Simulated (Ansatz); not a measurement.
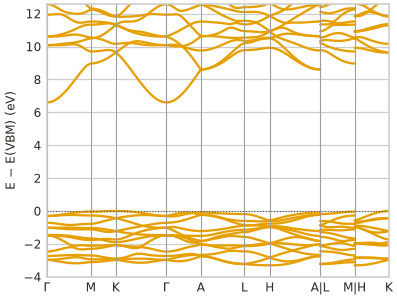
Figure. Band structure from r²SCAN (plane waves, PAW; program Ansatz)

Read off the gap and where the band edges lie.

About 6.6 eV (6.60 eV by a search for the band edges); maximum at K, minimum at Γ.

The material is SiO$_{2}$ in space group P3_221 (No. 154; Si on 3a, O on 6c).

Symmetry was held in the r²SCAN relaxation; phonons on a q-mesh show no instability.

Potentials: the later of the program's two PAW sets.
